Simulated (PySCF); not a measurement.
# C2H12Si4 (SMILES [SiH3][Si]1([SiH3])CC[SiH2]1): what the fields show

The calculation's input:

```
{"job": {"kind": "nmr", "xc": "PBE0", "basis": "pcSseg-1"}, "charge": 0, "multiplicity": 1}
Si     1.387187    -2.104278    -0.228597
Si     0.475766     0.019893     0.107152
Si     2.010067     1.764462    -0.098711
C     -1.062045     0.289493    -1.057312
C     -2.221004     0.006677    -0.082955
Si    -1.342114     0.155853     1.614747
H      2.327344    -2.424303     0.849546
H      0.393121    -3.180375    -0.252087
H      2.142510    -2.223166    -1.480238
H      1.407198     3.097477    -0.027949
H      2.996905     1.687409     0.981268
H      2.766061     1.725917    -1.354131
H     -1.109926    -0.333557    -1.950645
H     -1.108750     1.324132    -1.401629
H     -3.067717     0.673408    -0.240888
H     -2.596055    -1.006800    -0.230494
H     -1.656149     1.427282     2.282483
H     -1.751157    -0.893205     2.558781
```

Command:

```sh
OMP_NUM_THREADS=1 python probes_run.py task.json out
```

Geometry: GFN2-xTB.

The calculation used PBE0/pcSseg-1, SCF density, gas phase, non-relativistic (PySCF).

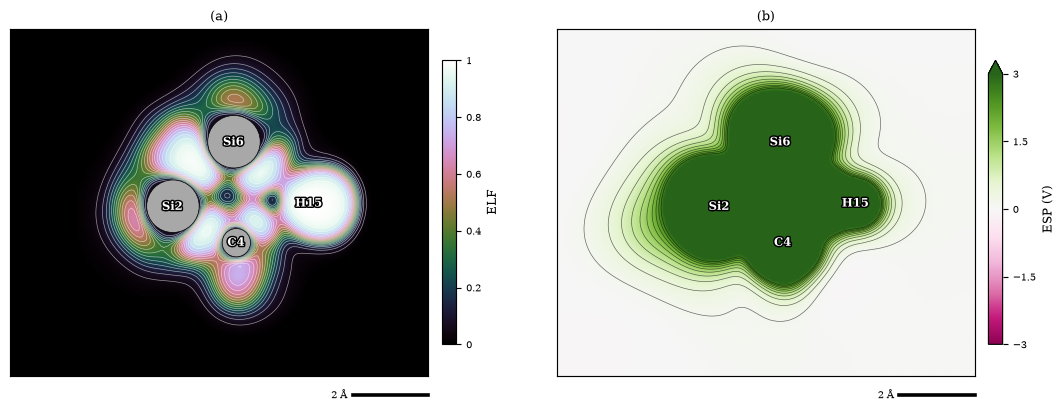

Figure 1. (a) ELF; (b) electrostatic potential on the plane of atoms C4, Si2 and Si6. Grey discs cover the atomic cores in the ELF map.

Interpret the plot.

Answer. Atoms in the plane: Si, C and H.
The potential has no marked negative region in this plane.

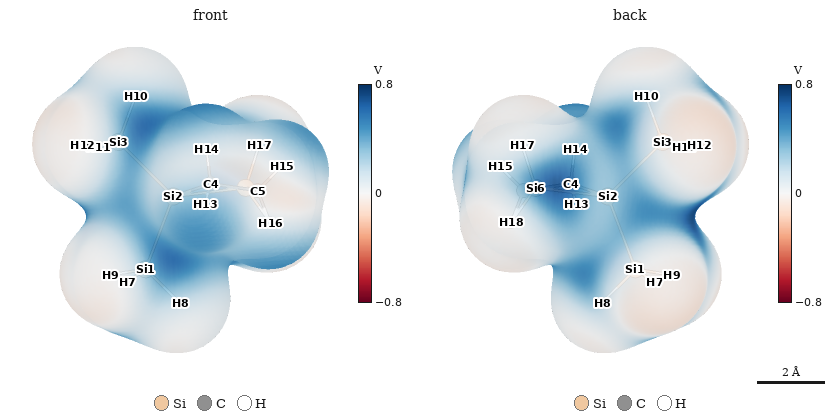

Figure 2. The electrostatic potential painted on the density surface at 0.001 e/bohr³, seen from the front and from behind; red is negative and blue positive.

Where is the surface potential most negative and most positive?

Answer. The most negative region (about −0.1 V) lies over C5, H7 and H11, the most positive (about +0.7 V, or +16 kcal/mol for a unit charge) over Si1, Si3 and Si6.

What dipole moment does the calculation give?

Answer. Its dipole moment is 0.69 D.
